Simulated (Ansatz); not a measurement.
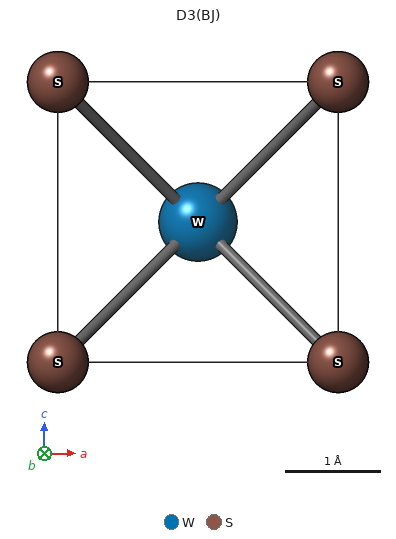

Crystalline WS (a generated structure, set up in Pm-3m), relaxed (cell and atoms) with several dispersion corrections. The picture shows the result with D3(BJ). The picture is a ball-and-stick view of the cell of the calculation, seen along the b axis.

Computed with Ansatz 0.2.0: PBEsol, Ansatz PAW. Set-up: plane-wave cutoff 420 eV; k-point mesh 9 × 9 × 9; occupations fermi-dirac; smearing width 0.05 eV; no spin polarisation; cell and atoms relaxed; force threshold 0.01 eV/Å.

| dispersion correction | volume (Å³/atom) | a (Å) |
| --- | --- | --- |
| D3(BJ) | 12.835 | 2.950 |
| D3(BJ)-ATM | 12.909 | 2.956 |
| none | 13.198 | 2.977 |
| D4 | ? | ? |

### One row is withheld. What does the calculation give there?

With D4 the volume falls between D3(BJ)-ATM (12.909) and none (13.198). The calculation gives 13.000 Å³/atom (a = 2.963 Å). In order of volume: D3(BJ) < D3(BJ)-ATM < D4 < none; the spread is 2.8 %.
